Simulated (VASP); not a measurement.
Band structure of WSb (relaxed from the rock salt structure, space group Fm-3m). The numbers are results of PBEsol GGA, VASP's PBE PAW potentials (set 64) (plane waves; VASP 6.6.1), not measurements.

Unless said otherwise, spin-orbit coupling is left out, though it shifts the bands of the heavy elements here.

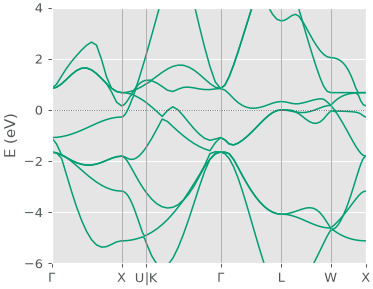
*Bands along high-symmetry lines, zero at the valence-band maximum or, without a gap, the Fermi level*

Question: Read the plot: is there a gap, and where are the band edges?

Answer: It has no gap at this level: it comes out as a metal or semimetal. (Edges off the drawn lines would not show.)

The structure was generated: WSb was put into the rock salt type (Fm-3m), which need not be its known phase. It was relaxed first, which changed the volume by -40 %. The electron count is odd and the run is not spin-polarised, which forces a metal.
